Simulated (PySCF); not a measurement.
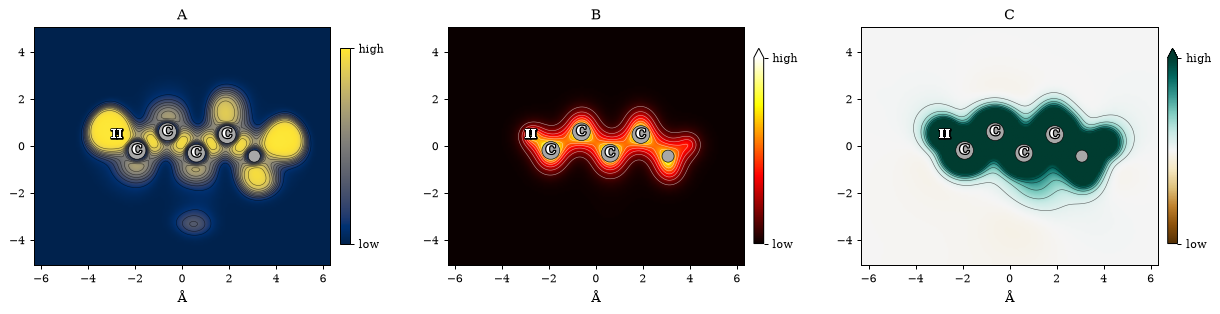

C$_{6}$H$_{14}$Si (SMILES CC[C@H]1CCC[SiH2]1): 3 fields on the plane of atoms C1, C2 and C3, with unlabelled colour scales. Grey discs cover the atomic cores.

Geometry: GFN2-xTB.

Level of theory: PBE0/pcSseg-1, SCF density, gas phase, non-relativistic in PySCF 2.14.0.

```yaml
atoms:
  - { symbol: C, position_ang: [2.6869, 0.6330, -0.3158] }
  - { symbol: C, position_ang: [1.7201, -0.1927, 0.5214] }
  - { symbol: C, position_ang: [0.3497, -0.3130, -0.1374] }
  - { symbol: C, position_ang: [-0.5872, -1.2406, 0.6463] }
  - { symbol: C, position_ang: [-2.0119, -1.0133, 0.1506] }
  - { symbol: C, position_ang: [-2.2978, 0.4896, 0.2069] }
  - { symbol: Si, position_ang: [-0.6520, 1.3086, -0.2949] }
  - { symbol: H, position_ang: [2.8322, 0.1763, -1.2924] }
  - { symbol: H, position_ang: [2.2958, 1.6373, -0.4645] }
  - { symbol: H, position_ang: [3.6549, 0.7069, 0.1751] }
  - { symbol: H, position_ang: [1.6095, 0.2685, 1.5059] }
  - { symbol: H, position_ang: [2.1403, -1.1919, 0.6742] }
  - { symbol: H, position_ang: [0.4953, -0.7459, -1.1334] }
  - { symbol: H, position_ang: [-0.2942, -2.2877, 0.5363] }
  - { symbol: H, position_ang: [-0.5338, -0.9894, 1.7089] }
  - { symbol: H, position_ang: [-2.0884, -1.3600, -0.8828] }
  - { symbol: H, position_ang: [-2.7304, -1.5810, 0.7463] }
  - { symbol: H, position_ang: [-3.1434, 0.7511, -0.4259] }
  - { symbol: H, position_ang: [-2.5698, 0.7714, 1.2247] }
  - { symbol: H, position_ang: [-0.6501, 1.8504, -1.6570] }
  - { symbol: H, position_ang: [-0.2347, 2.3393, 0.6616] }
```

Question: The panels show electron density, electron localisation function and electrostatic potential in some order. Assign them.

Answer: Panel A: electron localisation function. Panel B: electron density. Panel C: electrostatic potential (strongly positive close to the atoms and fading to about zero outside). From the grid: C–C (1.52 Å): ρ is about 1.6 e/Å³ halfway; the ELF peaks at about 0.95 between the atoms; localised, covalent bonding. C–H (1.09 Å): the density is about 2 e/Å³ at the midpoint; the ELF climbs to about 1 towards the hydrogen, as it does in any bond to H (an ordinary covalent bond to hydrogen).
